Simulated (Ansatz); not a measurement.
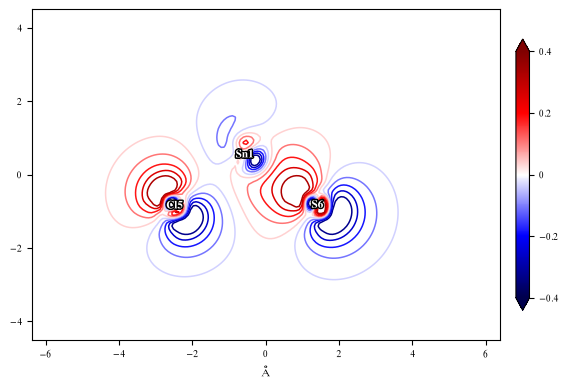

ClH3SSn···H2. The HOMO−1 on the plane of atoms Cl5, Sn1 and S6 (values in Å⁻³ᐟ²; the overall sign is arbitrary).

Core potentials replace the inner electrons of Sn.

All numbers below come from RHF/def2-SVP in Ansatz.

```xyz
8

Sn   -0.4283   -0.7929   -0.8169
H     1.5147    0.5101    3.7235
H     1.0690   -0.0730   -1.1618
H    -1.7131    0.2694   -0.5133
Cl   -0.9945   -2.0408   -2.7375
S    -0.2597   -2.2804    1.0770
H     0.8813   -2.8627    0.6962
H     1.1804   -0.0431    3.3487
```

### Where does this orbital lie, and at what energy?

By Hirshfeld shares it lies mainly on S6 (about 45 %), Cl5 (about 30 %) and Sn1 (about 15 %); largely a combination of lone pairs on S6 and Cl5. Its energy is −11.49 eV.
